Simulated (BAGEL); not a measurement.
**CH4ClFOSi (SMILES C[Si](O)(F)Cl), step by step**

We compute a single-point energy (HF/def2-SVP), then a single-point energy (NEVPT2(2,2)/def2-SVP) of CH4ClFOSi. 

The results are computed with BAGEL 1.2.2.

2 further runs of the same task are left out: 2 set aside as unsound or not needed.

### 1 Starting point

The species is CH4ClFOSi (9 atoms), meant as a singlet with charge 0. As SMILES, `C[Si](O)(F)Cl`. The Si2–Cl5 distance was set to 5.738 Å, away from the relaxed value. At this shape a bond of the SMILES string is far longer than usual.

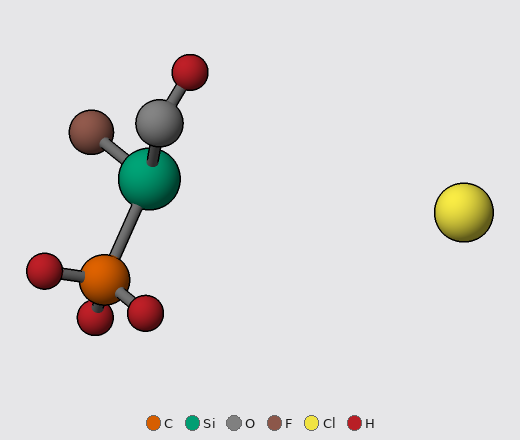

The structure, seen from a chosen angle (carbon orange, silicon teal, oxygen grey, fluorine brown, chlorine yellow, hydrogen red).

### 2 A single-point energy at HF/def2-SVP (density fitting with svp-jkfit) (run 1)

hf.json reads:

```json
{ "bagel": [

{
  "title": "molecule",
  "basis": "svp",
  "df_basis": "svp-jkfit",
  "angstrom": true,
  "geometry": [
    { "atom": "C", "xyz": [   -1.372980,   -3.560982,    1.964981 ] },
    { "atom": "Si", "xyz": [    0.330720,   -3.163982,    1.414781 ] },
    { "atom": "O", "xyz": [    0.817520,   -4.268982,    0.330281 ] },
    { "atom": "F", "xyz": [    1.322720,   -3.152082,    2.658981 ] },
    { "atom": "Cl", "xyz": [    0.689400,    2.097500,   -0.845100 ] },
    { "atom": "H", "xyz": [   -2.064180,   -3.524282,    1.121281 ] },
    { "atom": "H", "xyz": [   -1.706880,   -2.847682,    2.720481 ] },
    { "atom": "H", "xyz": [   -1.402380,   -4.564682,    2.395181 ] },
    { "atom": "H", "xyz": [    1.630120,   -4.120382,   -0.155819 ] }
  ]
},
{ "title": "hf" },
{ "title": "print", "file": "orbitals.molden", "orbitals": true }

]}
```

Command:

```bash
$ BAGEL_NUM_THREADS=1 BAGEL hf.json > hf.out
```

The log of the run:

```text
* using 1 threads per process

  ===============================================================
  ===============================================================

  *** Geometry ***

  { "atom" : "C", "xyz" : [     -2.594556,     -6.729281,      3.713276 ] },
  { "atom" : "Si", "xyz" : [      0.624970,     -5.979059,      2.673549 ] },
  { "atom" : "O", "xyz" : [      1.544889,     -8.067207,      0.624141 ] },
  { "atom" : "F", "xyz" : [      2.499579,     -5.956572,      5.024746 ] },
  { "atom" : "Cl", "xyz" : [      1.302777,      3.963701,     -1.597008 ] },
  { "atom" : "H", "xyz" : [     -3.900735,     -6.659928,      2.118914 ] },
  { "atom" : "H", "xyz" : [     -3.225536,     -5.381339,      5.140964 ] },
  { "atom" : "H", "xyz" : [     -2.650114,     -8.625999,      4.526236 ] },
  { "atom" : "H", "xyz" : [      3.080480,     -7.786394,     -0.294455 ] },

  Number of auxiliary basis functions:      557

  Since a DF basis is specified, we compute 2- and 3-index integrals:
    o Being stored without compression. Storage requirement is 0.043 GB

  Number of basis functions:       98
  Number of electrons      :       58

    * METHOD: MOLECULE                             0.52

  *** RHF ***

  === Nuclear Repulsion ===
   233.1192267582

      * DIIS with orbital gradients will be used.

  === RHF iteration (svp) ===
      0       -962.12471325          0.01903311           0.19
      1       -961.73032801          0.01735437           0.18
      2       -962.34947085          0.00720778           0.18
      3       -962.40291261          0.00356222           0.18
      4       -962.42045993          0.00108871           0.18
      5       -962.42760331          0.00056457           0.18
      6       -962.43325497          0.00100186           0.18
      7       -962.43539308          0.00073626           0.18
      8       -962.43619601          0.00031962           0.18
      9       -962.43651207          0.00005221           0.18
     10       -962.43651540          0.00001923           0.18
     11       -962.43651592          0.00000560           0.18
     12       -962.43651606          0.00000308           0.18
     13       -962.43651612          0.00000254           0.18
     14       -962.43651621          0.00000204           0.18
     15       -962.43651637          0.00000188           0.18
     16       -962.43651659          0.00000161           0.18
     17       -962.43651698          0.00000106           0.18
     18       -962.43651713          0.00000063           0.18
     19       -962.43651715          0.00000025           0.18
     20       -962.43651715          0.00000025           0.18
     21       -962.43651715          0.00000015           0.18
     22       -962.43651715          0.00000003           0.18
     23       -962.43651715          0.00000001           0.18
     24       -962.43651715          0.00000001           0.18
    * SCF iteration converged.

    * Permanent dipole moment:
           (    0.820979,     6.154668,    -2.189287) a.u.

    * METHOD: HF                                   4.90

    * METHOD: PRINT                                0.04

  ===============================================================
```

Wall time 5.7 s (1 thread of Arm Neoverse N1, shared host); peak memory 0.16 GiB.

### 3 The energy at NEVPT2(2,2)/def2-SVP (density fitting with svp-jkfit) (run 2)

nevpt2.json reads:

```json
{ "bagel": [

{
  "title": "molecule",
  "basis": "svp",
  "df_basis": "svp-jkfit",
  "angstrom": "true",
  "geometry": [
    { "atom": "C", "xyz": [   -1.372980,   -3.560982,    1.964981 ] },
    { "atom": "Si", "xyz": [    0.330720,   -3.163982,    1.414781 ] },
    { "atom": "O", "xyz": [    0.817520,   -4.268982,    0.330281 ] },
    { "atom": "F", "xyz": [    1.322720,   -3.152082,    2.658981 ] },
    { "atom": "Cl", "xyz": [    0.689400,    2.097500,   -0.845100 ] },
    { "atom": "H", "xyz": [   -2.064180,   -3.524282,    1.121281 ] },
    { "atom": "H", "xyz": [   -1.706880,   -2.847682,    2.720481 ] },
    { "atom": "H", "xyz": [   -1.402380,   -4.564682,    2.395181 ] },
    { "atom": "H", "xyz": [    1.630120,   -4.120382,   -0.155819 ] }
  ]
},
{
  "title": "hf"
},
{
  "title": "nevpt2",
  "nstate": 1,
  "nact": 2,
  "nclosed": 28,
  "active": [29, 30],
  "maxiter": 200,
  "natocc": "true",
  "ncore": 13
},
{
  "title": "print",
  "file": "orbitals.molden",
  "orbitals": "true"
}

]}
```

Command:

```bash
$ BAGEL_NUM_THREADS=1 BAGEL nevpt2.json > nevpt2.out
```

The log of the run:

```text
* using 1 threads per process

  ===============================================================
  ===============================================================

  *** Geometry ***

  { "atom" : "C", "xyz" : [     -2.594556,     -6.729281,      3.713276 ] },
  { "atom" : "Si", "xyz" : [      0.624970,     -5.979059,      2.673549 ] },
  { "atom" : "O", "xyz" : [      1.544889,     -8.067207,      0.624141 ] },
  { "atom" : "F", "xyz" : [      2.499579,     -5.956572,      5.024746 ] },
  { "atom" : "Cl", "xyz" : [      1.302777,      3.963701,     -1.597008 ] },
  { "atom" : "H", "xyz" : [     -3.900735,     -6.659928,      2.118914 ] },
  { "atom" : "H", "xyz" : [     -3.225536,     -5.381339,      5.140964 ] },
  { "atom" : "H", "xyz" : [     -2.650114,     -8.625999,      4.526236 ] },
  { "atom" : "H", "xyz" : [      3.080480,     -7.786394,     -0.294455 ] },

  Number of auxiliary basis functions:      557

  Since a DF basis is specified, we compute 2- and 3-index integrals:
    o Being stored without compression. Storage requirement is 0.043 GB

  Number of basis functions:       98
  Number of electrons      :       58

    * METHOD: MOLECULE                             0.52

  *** RHF ***

  === Nuclear Repulsion ===
   233.1192267582

      * DIIS with orbital gradients will be used.

  === RHF iteration (svp) ===
      0       -962.12471325          0.01903311           0.19
      1       -961.73032801          0.01735437           0.18
      2       -962.34947085          0.00720778           0.18
      3       -962.40291261          0.00356222           0.18
      4       -962.42045993          0.00108871           0.18
      5       -962.42760331          0.00056457           0.18
      6       -962.43325497          0.00100186           0.18
      7       -962.43539308          0.00073626           0.18
      8       -962.43619601          0.00031962           0.18
      9       -962.43651207          0.00005221           0.18
     10       -962.43651540          0.00001923           0.18
     11       -962.43651592          0.00000560           0.18
     12       -962.43651606          0.00000308           0.18
     13       -962.43651612          0.00000254           0.18
     14       -962.43651621          0.00000204           0.18
     15       -962.43651637          0.00000188           0.18
     16       -962.43651659          0.00000161           0.18
     17       -962.43651698          0.00000106           0.18
     18       -962.43651713          0.00000063           0.18
     19       -962.43651715          0.00000025           0.18
     20       -962.43651715          0.00000025           0.18
     21       -962.43651715          0.00000015           0.18
     22       -962.43651715          0.00000003           0.18
     23       -962.43651715          0.00000001           0.18
     24       -962.43651715          0.00000001           0.18
    * SCF iteration converged.

    * Permanent dipole moment:
           (    0.820979,     6.154668,    -2.189287) a.u.

    * METHOD: HF                                   4.88

    * freezing 13 orbitals
  ---------------------------
      CASSCF calculation
  ---------------------------

    ==== Active orbitals : =====
         Orbital 29
         Orbital 30
    ============================

    * nstate   :      1
    * nclosed  :     28
    * nact     :      2
    * nvirt    :     68
  === CASSCF iteration (svp) ===

    * Using the second-order algorithm

      0  0      -962.52615364     1.23e-02      0.05

      1  0      -962.55849750     3.23e-04      1.22

      2  0      -962.55855024     6.87e-04      1.64

      3  0      -962.55858794     1.20e-05      1.61

      4  0      -962.55858954     2.86e-05      1.54

      5  0      -962.55858970     2.81e-06      1.61

      6  0      -962.55858972     1.02e-06      1.53

      7  0      -962.55858972     3.42e-07      1.56

      8  0      -962.55858972     1.16e-07      1.54

      9  0      -962.55858972     3.93e-08      1.56

     10  0      -962.55858972     1.33e-08      1.59

     11  0      -962.55858972     4.37e-09      1.11

    * Second-order optimization converged. *

     guess   0:   closed 1.                   open ..

  === FCI iteration ===

      0  0      -962.36801997     1.14e-01      0.00
      1  0      -962.52660613     3.98e-02      0.00
      2  0 *    -962.55858972     3.16e-16      0.00

     * ci vector, state   0, <S^2> = 0.0000
       2.    -0.7126962812
       .2     0.7014727441

  === DF-NEVPT2 calculation ===

    * 3-index integral transformation done
    * assembly done

      NEVPT2 correlation energy:   -0.7060579559      0.45

          (+0)     -0.6261545774
          (+0)'    -0.0101155073
          (+1)     -0.0243197140
          (+1)'    -0.0000000000
          (+2)     -0.0000009083
          (-1)     -0.0454635937
          (-1)'     0.0000000000
          (-2)     -0.0000036552

      NEVPT2 total energy:       -963.2646476745

    * METHOD: NEVPT2                              17.76

    * METHOD: PRINT                                0.03

  ===============================================================
```

It took 23 s on 1 thread of Arm Neoverse N1, shared host; peak memory 0.16 GiB.

### 4 Results

| quantity | value |
| --- | --- |
| run 1, HF/def2-SVP: total energy | -962.43652 Eh |
| run 1, HF/def2-SVP: dipole moment | 16.73 D |
| run 1, HF/def2-SVP: HOMO energy | -6.54 eV |
| run 1, HF/def2-SVP: LUMO energy | -3.52 eV |
| run 1, HF/def2-SVP: HOMO–LUMO gap | 3.02 eV |
| run 2, NEVPT2(2,2)/def2-SVP: total energy | -963.26465 Eh |

What this shows: One bond (run 1, HF/def2-SVP) is far stretched, which a spin-restricted single reference describes badly; a broken-symmetry solution may lie lower.
